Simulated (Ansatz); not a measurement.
FH3Si···PH3

```xyz
9

Si    0.7191   -0.0207   -0.2730
H     1.1819   -0.2468    1.1364
H     1.8454   -0.2615   -1.2337
H     0.1813    1.3708   -0.4382
F    -0.4828   -1.0903   -0.6117
P    -3.6508   -0.2184    1.4524
H    -2.5946   -0.6405    0.5688
H    -3.2426   -1.1485    2.4764
H    -2.8426    0.8377    2.0126
```

All numbers below come from RKS PBE/def2-SVP in Ansatz.

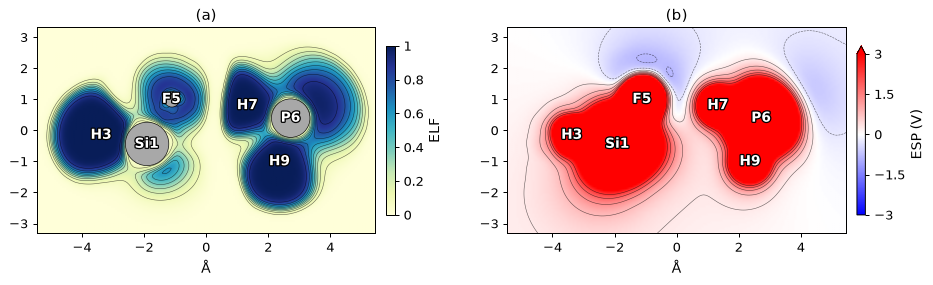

Figure 1. (a) ELF; (b) molecular electrostatic potential on the plane of atoms H7, P6 and H9. Grey discs cover the atomic cores in the ELF map.

### What does the map show?

Atoms in the plane: Si, H, F and P.
F5···H7 (2.46 Å): the ELF dips to about 0 between them; a weak contact between the two molecules.
Si–F (1.64 Å): the ELF peaks at about 0.85 in the valence shell of F, 0.6 Å from its nucleus, and is about 0.45 at the midpoint.
P–H (1.44 Å): the ELF climbs to about 1 towards the hydrogen, as it does in any bond to H.
Si–H (1.50 Å): the ELF climbs to about 1 towards the hydrogen.
The ELF also peaks beside P6 and F5, away from the bonds: lone-pair regions.
Outside the dense part of the complex the potential is most negative (−0.9 V) near F5.

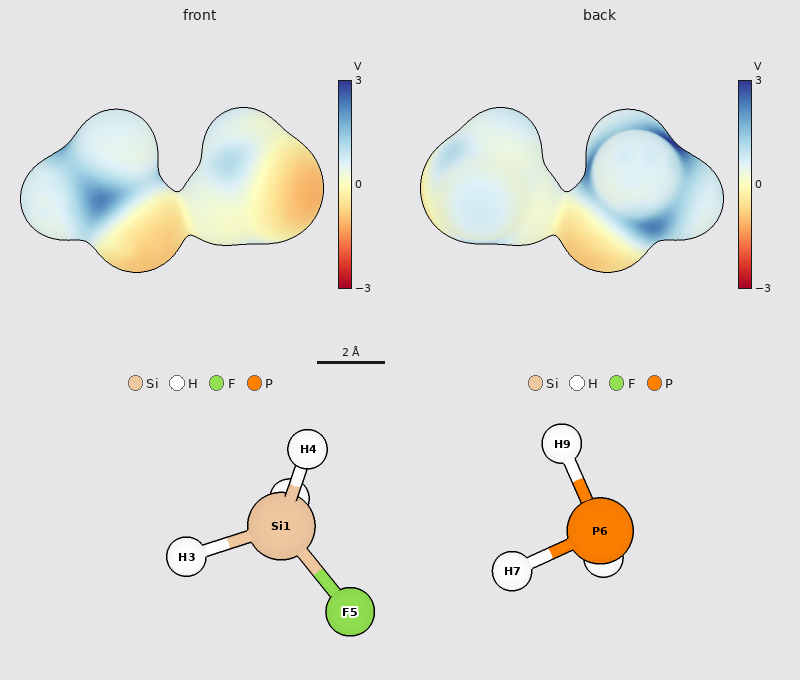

Figure 2. The electrostatic potential painted on the density surface at 0.004 e/bohr³, seen from the front and from behind; red is negative and blue positive. The bare structure is drawn below in the same view.

### Describe the electrostatic potential map.

The most negative region (about −1.1 V) lies over P6, the most positive (about +2.8 V) over Si1.

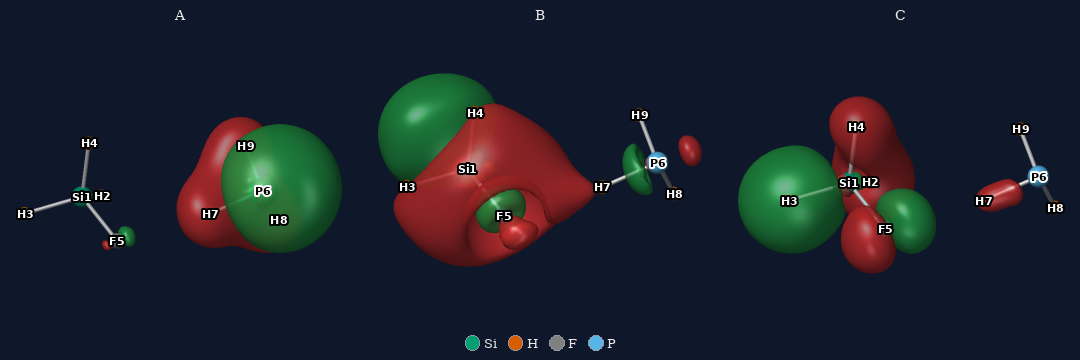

Figure 3. Three frontier orbitals at ±0.08 Å⁻³ᐟ² (green and red are the two phases), in no order.

### Which picture is the HOMO−1, the HOMO and the LUMO?

C is the HOMO−1 (−8.27 eV). By Hirshfeld shares it lies mainly on Si1 (about 30 %), H3 (about 30 %), F5 (about 25 %) and H2 (about 10 %). A is the HOMO (−6.46 eV). Its weight (Hirshfeld) is mainly on P6 (about 80 %), H8 (about 5 %), H7 (about 5 %) and H9 (about 5 %); largely a lone pair of P6. B is the LUMO (−0.80 eV). By Hirshfeld shares it lies mainly on Si1 (about 60 %), F5 (about 15 %), H4 (about 5 %), H2 (about 5 %) and H3 (about 5 %).

### What is the HOMO–LUMO gap?

5.66 eV between the orbital energies.
